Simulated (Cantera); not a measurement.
Feed: 1 mol V₂O₅, a varied amount of H₂, at 1423 K and 0.0100 bar.

Cantera equilibrium calculation (NASA polynomials, part measured and part estimated; ideal gas, pure solids and liquids). Candidate condensed phases: H₂O, V, VO, V₂O₃, V₂O₄, V₂O₅; 12 gas species. Mutual solubility and eutectic melting of coexisting phases are not modelled. VO: taken at fixed stoichiometry. Condensed phases not in the tables: the oxides between V₂O₃ and V₂O₅ other than VO₂. The numbers say what is thermodynamically allowed, not how fast it happens.

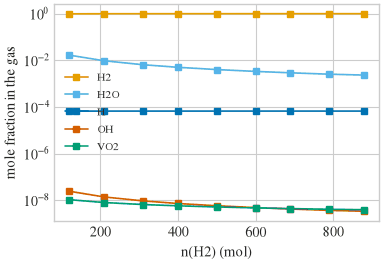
Figure. Equilibrium gas composition (values under 1e-9 drawn at 1e-9)

From 120 mol H₂ to 790 mol H₂ the condensed part is V₂O₃(s). At 880 mol H₂ the condensed part is VO(s) + V₂O₃(s).
